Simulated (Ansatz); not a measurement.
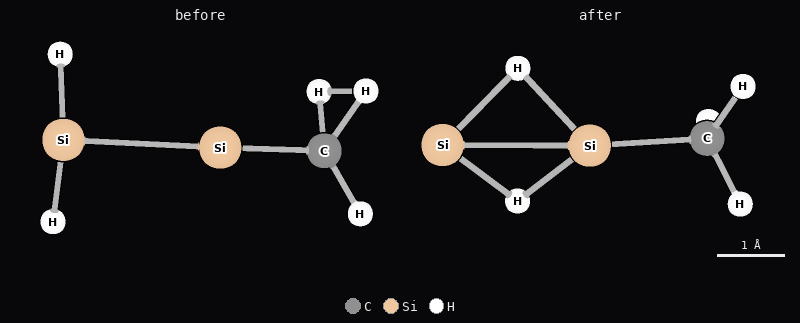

The structure of CH5Si2 (charge +1) before (left) and after (right) a relaxation, at one scale.

The picture is a ball-and-stick view, seen face on.

It is one of the separated reactants of a reaction.

Theory: RKS PBE-D4/def2-SVP in Ansatz.

Input
```yaml
crystal:
  periodic: [false, false, false]
  atoms:
    - {symbol: C, position_ang: [-1.133250, 1.301573, -1.215993]}
    - {symbol: Si, position_ang: [0.041012, 0.192339, -0.729060]}
    - {symbol: Si, position_ang: [0.940589, -1.097342, 1.067915]}
    - {symbol: H, position_ang: [-2.040643, 0.978383, -1.727508]}
    - {symbol: H, position_ang: [-0.910501, 2.365466, -1.304117]}
    - {symbol: H, position_ang: [1.287239, -0.006248, 2.004291]}
    - {symbol: H, position_ang: [-0.914095, 2.044099, -0.491958]}
    - {symbol: H, position_ang: [-0.255217, -1.893334, 1.420434]}
basis:
  gaussian: {orbitals: def2-SVP}
total_charge: 1
hamiltonian: {xc: pbe, dispersion: d4}
relax: {f_tol: 0.03, max_steps: 250}
```

Launched with:
```bash
ansatz run in.yaml --threads 2 --pin off --events-out ev --progress --plain --max-ram 4352MiB
```

What changed between the two?

Answer. After 12 geometry steps the energy has fallen by 115.9 kcal/mol. The largest force component goes from 6.1 to 0.014 eV/Å. The largest move after the best rigid fit is that of H8, 1.01 Å. By element the largest moves are H 1.01 Å, Si 0.51 Å, C 0.36 Å. Among the contacts that change: Si2–H6 3.011 → 1.713 Å, H5–H7 0.873 → 1.819 Å, Si3–H6 1.479 → 1.733 Å, Si2–Si3 2.388 → 2.200 Å. Bond angles that change, for instance: H5–C1–H7 47.9° → 110.1°, Si2–Si3–H6 99.6° → 49.9°, H6–Si3–H8 115.8° → 71.2°. Cost: 16 s on 2 threads of Arm Neoverse V1, with other jobs on the host.
